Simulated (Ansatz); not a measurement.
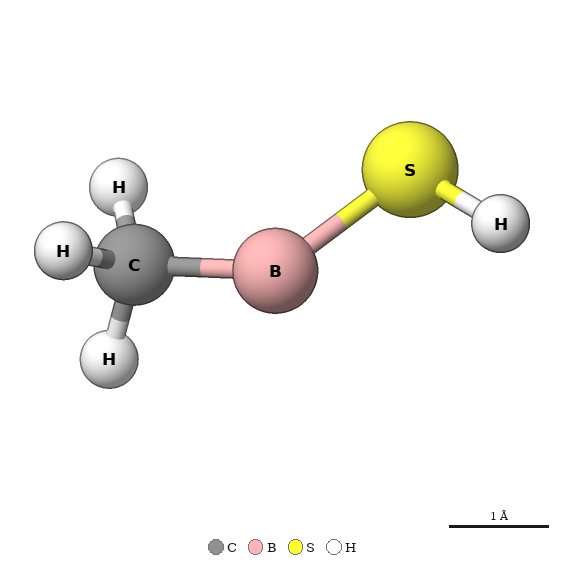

Rendered structure (ball-and-stick style). Every bond is drawn as one stick, whatever its order.

Charge 0, doublet.

Describe the molecule.

It has 7 atoms: 1 carbon, 4 hydrogen, 1 boron and 1 sulfur (CH4BS). As SMILES it reads `C[B]S`. It has no ring. The point group is Cs. It is an open-shell species. Coordination: 1 C tetrahedral; 1 B bent; 1 S bent.

More results for the same structure follow; atom numbers are the same in all pictures, views and colours differ. Computed geometry: PBE0-D4/def2-TZVP optimisation.

Geometry

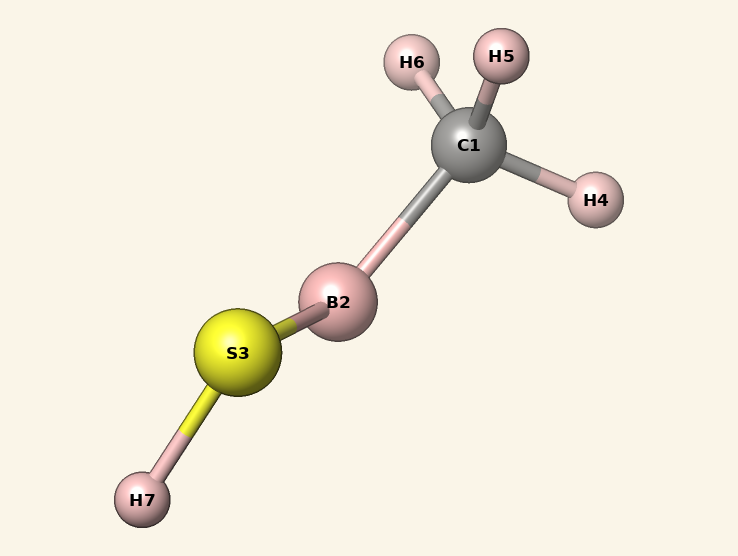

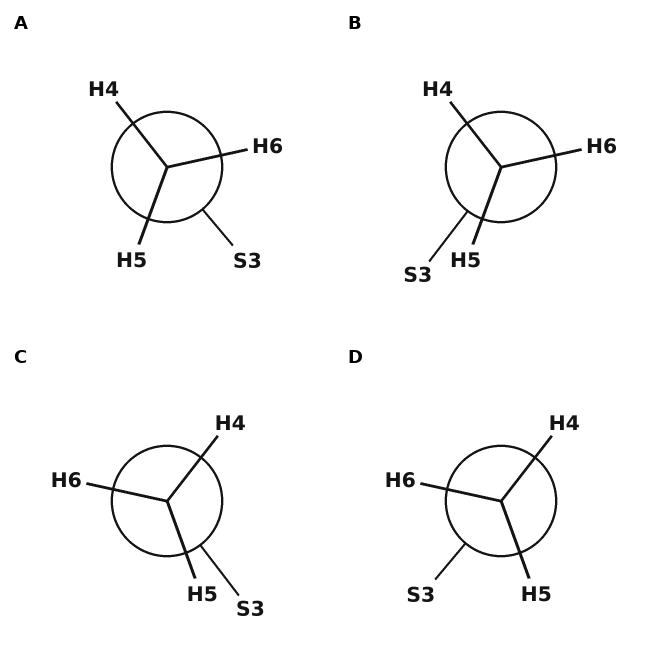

Distant atoms are faded towards the background colour. Bonds that would overlap in a projection are set slightly apart.

Question: Which Newman projection shows the view along C1–B2, with C1 in front?

Answer: C. The torsion angle H4–C1–B2–S3 is 122°, anticlinal.

Vibrations

Harmonic vibrations computed with UKS PBE0-D4/def2-TZVP (Ansatz 0.2.0) at a stationary point of the same level.

Question: List the wavenumbers.

Answer: 15 modes: 61, 255, 415, 672, 815, 820, 934, 1134, 1321, 1434, 1437, 2672, 3022, 3097, 3103 cm⁻¹.

Electronic properties

Properties computed with UKS r2SCAN0-D4/def2-TZVPP (Ansatz 0.2.0).

Question: Estimate the dispersion correction.

Answer: −3.0 kJ/mol.

Question: Estimate the HOMO energy (Kohn–Sham orbital).

Answer: −5.76 eV.

Question: Estimate the ⟨S²⟩ of the determinant.

Answer: 0.755.

Charges

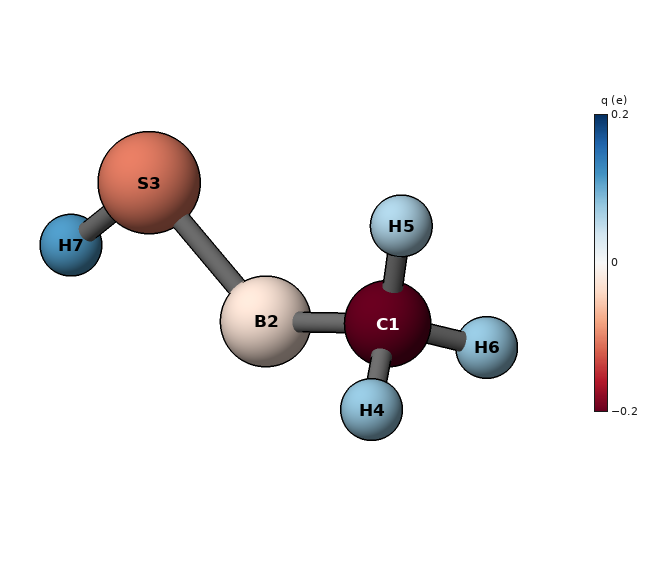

Atoms are coloured by their Mulliken charges. Level of theory: UKS r2SCAN-D4/def2-TZVPP (Ansatz 0.2.0).

Question: Which atom carries the highest charge (most positive or least negative)?

Answer: H7 (0.11 e).

Question: And the lowest?

Answer: C1 (−0.20 e).

Give the Mulliken charges atom by atom.

```csv
atom,value (e)
C1,−0.20
B2,−0.03
S3,−0.10
H4,0.08
H5,0.06
H6,0.08
H7,0.11
```

Mulliken values depend strongly on the basis set and can even reverse the polarity of a bond.
